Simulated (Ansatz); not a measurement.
**SnH3Cl (SnClH3) at CCSDTQ/STO-3G**

What is the energy change on altering one bond length of SnH3Cl (SnClH3) at CCSDTQ/STO-3G? 

The calculation is run with Ansatz 0.2.0.

58 further runs of the same task are left out: 6 that didn't finish, 52 set aside as unsound or not needed.

**1. Starting point**

SnH3Cl has 5 atoms, charge 0, and is taken as a singlet. SMILES: `[H][Sn]([H])([H])[Cl]`. Geometry: a GFN2-xTB relaxation, a rough one for these elements and not checked as a minimum.

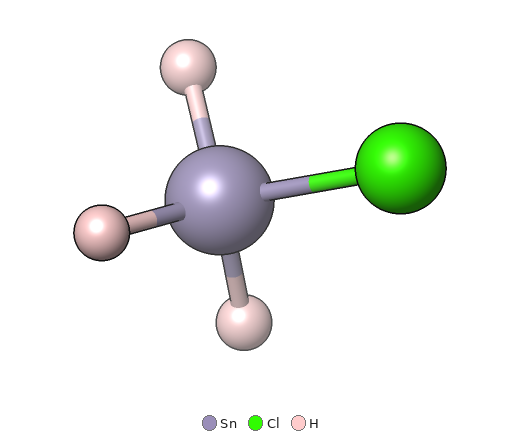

The structure, seen from a chosen angle (tin purple, chlorine green, hydrogen pink).

**2. The energy at CCSDTQ/STO-3G**

The input, input.yaml:

```yaml
crystal:
  periodic: [false, false, false]
  atoms:
    - {symbol: Sn, position_ang: [-0.000010, 0.000870, -0.142560]}
    - {symbol: Cl, position_ang: [0.011570, -0.019280, 2.138020]}
    - {symbol: H, position_ang: [1.586650, 0.010950, -0.675080]}
    - {symbol: H, position_ang: [-0.803020, 1.380470, -0.647070]}
    - {symbol: H, position_ang: [-0.795190, -1.373000, -0.673310]}
basis:
  gaussian:
    orbitals: STO-3G
correlation:
  method: ccsdtq
  frozen_orbitals: {Cl: 5, H: 0, Sn: 18}
accuracy: high
scf:
  omitted_lower_state_checks: [cluster_reference, increment]
```

The run is started by

```sh
$ ansatz run input.yaml --threads 1 --pin off --max-ram 2610MiB --events-out events.jsonl --progress --plain --runs-dir runs
```

What it wrote, cut to the lines that bear on the results:

```text
Warning: RAYON_NUM_THREADS=1 ignored (pool sized by the plan → 1); use --threads N
Functional definition: HF
  name "HF"
[...]
713 factors; integrals over basis functions are off by at most 4.9e-9 eV
[...]
mean field -174688.86066714 eV, -6419.6972211549 hartree, gradient 8.6e-8 eV, S^2 0.000000; 0 other end points of the search recorded, 0 dependent functions left out
23 core orbitals not correlated: weight in the atoms' cores, before any rotation towards them, 1.000 or more for the frozen orbitals, at most 0.000 for the correlated occupied ones
reference -174688.86066714 eV, -6419.6972211549 hartree; 12, 12 occupied and 4, 4 virtual orbitals, 713 factors
second order -1.05221303 eV of doubles, -0.00000000 eV of singles
cycle   1  -1.37078009 eV  change   -3.2e-1 eV  update   5.2e-2
[...]
cycle  19  -1.57573660 eV  change   5.3e-10 eV  update   1.2e-9
Total energy: -174690.43640374 eV, -6419.7551284069 hartree
Checks for a lower state left out: cluster_reference, increment
```

Wall time 17 s (1 thread of Arm Neoverse V1, shared host); peak memory 0.28 GiB.

**3. The distorted shape**

The input, molecule.yaml:

```yaml
crystal:
  periodic: [false, false, false]
  atoms:
    - {symbol: Sn, position_ang: [0.198776, 0.344321, -0.009879]}
    - {symbol: Cl, position_ang: [0.210356, 0.324171, 2.270701]}
    - {symbol: H, position_ang: [1.785436, 0.354401, -0.542399]}
    - {symbol: H, position_ang: [-0.604234, 1.723921, -0.514389]}
    - {symbol: H, position_ang: [-0.795190, -1.373000, -0.673310]}
basis:
  gaussian:
    orbitals: STO-3G
correlation:
  method: ccsdtq
  frozen_orbitals: {Cl: 5, H: 0, Sn: 18}
scf:
  omitted_lower_state_checks: [cluster_reference, increment]
accuracy: high
```

The run is started by

```sh
$ ansatz run molecule.yaml --threads 1 --pin off --max-ram 2610MiB --events-out events.jsonl --progress --plain --runs-dir runs
```

What it wrote, cut to the lines that bear on the results:

```text
Warning: RAYON_NUM_THREADS=1 ignored (pool sized by the plan → 1); use --threads N
[... 2 set-up lines as earlier in the session ...]
[...]
712 factors; integrals over basis functions are off by at most 4.9e-9 eV
[...]
mean field -174687.46820540 eV, -6419.6460491297 hartree, gradient 6.3e-9 eV, S^2 0.000000; 0 other end points of the search recorded, 0 dependent functions left out
23 core orbitals not correlated: weight in the atoms' cores, before any rotation towards them, 1.000 or more for the frozen orbitals, at most 0.000 for the correlated occupied ones
reference -174687.46820540 eV, -6419.6460491297 hartree; 12, 12 occupied and 4, 4 virtual orbitals, 712 factors
second order -1.23526669 eV of doubles, -0.00000000 eV of singles
cycle   1  -1.64635781 eV  change   -4.1e-1 eV  update   6.6e-2
[...]
cycle  22  -1.94056289 eV  change  -4.1e-10 eV  update   2.3e-9
Total energy: -174689.40876829 eV, -6419.7173635006 hartree
Checks for a lower state left out: cluster_reference, increment
```

Run time: 19 s. Hardware: 1 thread of Arm Neoverse V1, shared host; peak memory 0.28 GiB.

**4. Results**

Level: CCSDTQ/STO-3G, 23 core orbitals frozen.

| quantity | value |
| --- | --- |
| first shape: total energy | -6419.75513 Eh |
| first shape: correlation energy (23 core orbitals frozen) | -57.9 mEh |
| first shape: T1 diagnostic | 0.004 |
| distorted shape: total energy | -6419.71736 Eh |
| distorted shape: correlation energy (23 core orbitals frozen) | -71.3 mEh |
| distorted shape: T1 diagnostic | 0.004 |
| energy change with the Sn1–H5 bond stretched from 1.674 to 2.092 Å | 1.028 eV |

In words: With the Sn1–H5 bond stretched from 1.674 to 2.092 Å the energy rises by 1.03 eV (99 kJ/mol). The first shape isn't relaxed at this level, so the change isn't measured from a minimum. The minimal basis adds a large error of its own. Relativity is left out (first shape) although the molecule holds a heavy atom. Relativity is left out (distorted shape) although the molecule holds a heavy atom.
